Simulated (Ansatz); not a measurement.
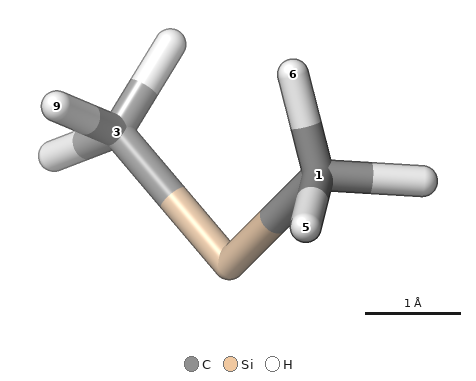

The input geometry (stick view, seen at a tilt; atoms are numbered from 1 in the order of the input). Bond lengths as drawn: C–H 1.10 to 1.11 Å and C–Si 1.91 Å.

# Run report: C2H6Si, frequency calculation

The run: frequency calculation of C2H6Si, SMILES C[Si]C. Method and program: RKS r2SCAN-D4/def2-SVP (Ansatz 0.2.0).

It belongs to a series of runs on one base structure; here: vibrations at the highest image of the band. Figures and captions count atoms from 1; the log counts them from 0 in places.

The input
```yaml
crystal:
  periodic: [false, false, false]
  atoms:
    - { symbol: C, position_ang: [-0.61072, 0.992213, -0.806488] }
    - { symbol: Si, position_ang: [0.545203, -0.510819, -1.045624] }
    - { symbol: C, position_ang: [0.662638, -1.068718, 0.772913] }
    - { symbol: H, position_ang: [-1.482285, 0.891169, -1.480247] }
    - { symbol: H, position_ang: [-0.088056, 1.89519, -1.176849] }
    - { symbol: H, position_ang: [-0.972699, 1.189936, 0.216471] }
    - { symbol: H, position_ang: [-0.344573, -1.211884, 1.207827] }
    - { symbol: H, position_ang: [1.258082, -1.979139, 0.939364] }
    - { symbol: H, position_ang: [1.120909, -0.244249, 1.355335] }
basis:
  gaussian: { orbitals: def2-SVP }
hamiltonian:
  xc: r2scan
  dispersion: d4
phonons: {}
```

Command:
```bash
ansatz run input.yaml --threads 1 --pin off --max-ram 2048MiB --backend cpu --events-out ev --progress --plain --runs-dir out
```

What the program printed
```
Engine: ansatz 0.2.0, aarch64-unknown-linux-gnu
Functional definition: r2SCAN
  parameter k0 = 0.174
  parameter k1 = 0.065
  parameter a1 = 4.9479
  exchange = r2scan_x(k0 = k0, k1 = k1, a1 = a1)
  correlation = r2scan_c
860 factors; their error is unknown
mean field evaluation 1: about -10031.2964 eV, gradient 6.5e1 eV
mean field evaluation 2: about -10019.1753 eV, gradient 8.7e1 eV
mean field evaluation 4: about -10041.8081 eV, gradient 2.1e0 eV
mean field evaluation 8: about -10041.8245 eV, gradient 5.7e-2 eV
mean field evaluation 16: about -10041.7732 eV, gradient 3.7e-5 eV
mean field -10041.77321927 eV, -369.0283592499 hartree, gradient 3.6e-5 eV, S^2 0.000000; 0 other end points of the search recorded, 0 dependent functions left out
the calculation of the forces begins
reference -10041.77322859 eV, -369.0283595923 hartree; 16, 16 occupied and 60, 60 virtual orbitals, 860 factors
these checks for a lower state are left out or cut short: stability, starts, cluster_reference, orbital_swaps, neighbouring_geometries, increment
860 factors; their error is unknown
mean field -10041.77310652 eV, -369.0283551064 hartree, gradient 2.3e-6 eV, S^2 0.000000; 0 other end points of the search recorded, 0 dependent functions left out
[... from here on the field's lines of each further geometry are left out, up to the last ...]
the calculation of the forces begins
reference -10041.77320165 eV, -369.0283586024 hartree; 16, 16 occupied and 60, 60 virtual orbitals, 860 factors
these checks for a lower state are left out or cut short: stability, starts, cluster_reference, orbital_swaps, neighbouring_geometries, increment
860 factors; their error is unknown
mean field -10041.77317981 eV, -369.0283577997 hartree, gradient 1.1e-6 eV, S^2 0.000000; 0 other end points of the search recorded, 0 dependent functions left out
the calculation of the forces begins
reference -10041.77318912 eV, -369.0283581419 hartree; 16, 16 occupied and 60, 60 virtual orbitals, 860 factors
WARN: phonons: modes at or below zero, which the zero-point energy, F, S and C_V leave out: 1, the lowest at -123.65 cm⁻¹. A minimum has none, and a first-order saddle one
Total energy: -10041.80866623 eV, -369.0296619014 hartree
Atom 0 at    -0.610720     0.992213    -0.806488 Å, force     0.006915    -0.000188     0.003423 eV/Å
Atom 1 at     0.545203    -0.510819    -1.045624 Å, force    -0.008222    -0.004818    -0.002782 eV/Å
Atom 2 at     0.662638    -1.068718     0.772913 Å, force     0.013589     0.009989     0.001033 eV/Å
Atom 3 at    -1.482285     0.891169    -1.480247 Å, force    -0.000944    -0.001804    -0.001321 eV/Å
Atom 4 at    -0.088056     1.895190    -1.176849 Å, force    -0.000169     0.001842     0.001195 eV/Å
Atom 5 at    -0.972699     1.189936     0.216471 Å, force    -0.001605     0.001202    -0.001299 eV/Å
Atom 6 at    -0.344573    -1.211884     1.207827 Å, force    -0.003649    -0.002458    -0.002121 eV/Å
Atom 7 at     1.258082    -1.979139     0.939364 Å, force    -0.001402    -0.002258    -0.000673 eV/Å
Atom 8 at     1.120909    -0.244249     1.355335 Å, force    -0.004513    -0.001508     0.002544 eV/Å
Dipole moment:    -0.133332     0.130289     0.243699 e Å
Vibrations: -123.65 91.76 259.03 522.38 591.34 624.09 655.90 721.65 843.85 1211.89 1226.28 1397.70 1405.52 1412.84 1420.48 2992.70 2998.03 3080.16 3085.14 3120.09 3141.60 cm⁻¹, zero-point energy 1.909508 eV
```

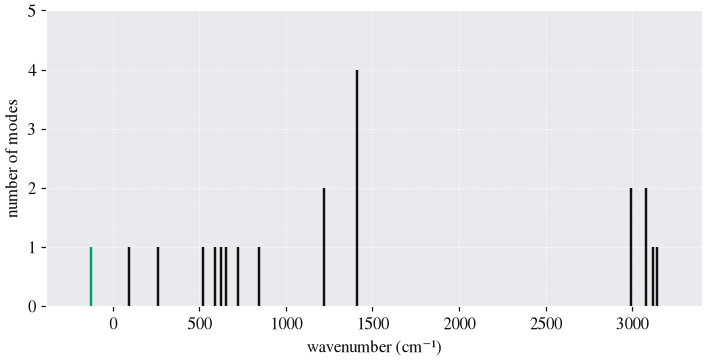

Harmonic vibrational wavenumbers from the force constants; neighbouring modes closer than 15 cm⁻¹ are counted in one stick, and imaginary ones are drawn at negative wavenumbers. 21 modes from 124i to 3142 cm⁻¹, 1 imaginary beyond 8i (124i cm⁻¹): a first-order saddle point, if the geometry is stationary.

Summary

- outcome: converged
- total energy: −10041.8087 eV
- mean-field energy: −10041.7732 eV
- largest force (length of the vector): 0.017 eV/Å
- hardware: 1 thread of Arm Neoverse V1, 24 GiB of memory available, shared host
- wall time: 1.8 min
- peak memory: 0.12 GiB
